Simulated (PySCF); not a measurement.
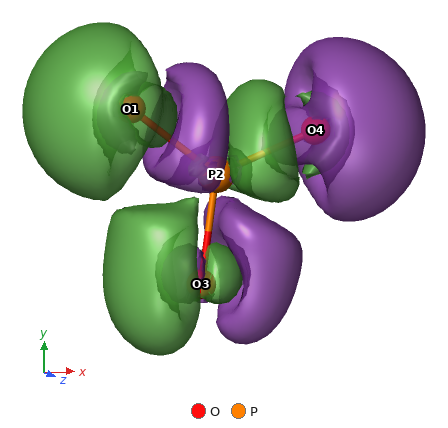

Figure. O3P, charge −1, SMILES `O=P(=O)[O-]`. Change of the electron density in a uniform field of 0.10 V/Å, surfaces at ±0.0005 e/Å³ (purple: gain, green: loss).

Computed with PySCF, B3LYP/def2-TZVP, geometry: GFN2-xTB. No frequency check shows the geometry to be a minimum. For an anion such functionals hold the outermost electrons too loosely, so the response is rough. GFN2-xTB bond lengths at metals and heavier atoms can be off by up to 0.1 Å and shapes distorted, which carries into these values. The basis has no diffuse functions, which an anion needs.

Cartesian coordinates (Å):

```
O1      -1.1703    0.9089    0.0000
P2      -0.0001    0.0000    0.0000
O3      -0.2019   -1.4680    0.0000
O4       1.3723    0.5591    0.0000
```

> Along which Cartesian direction does the field point?

Along −x: electrons gather on the +x side, against the field.

> How large is the response?

The induced dipole is 0.17 D (along the field); α along this axis, from the fields in both directions, is 33 bohr³ (4.9 Å³).

> Which atoms gain and lose the most charge?

Electrons gather most on O4 (Hirshfeld charge changes by −0.008 e) and leave O1 most (+0.006 e); 0.016 electrons are displaced in all.

The PySCF run took 17 s on 1 thread of Intel(R) Xeon(R) Platinum 8488C (Sapphire Rapids) (shared host), peak memory 0.52 GiB.
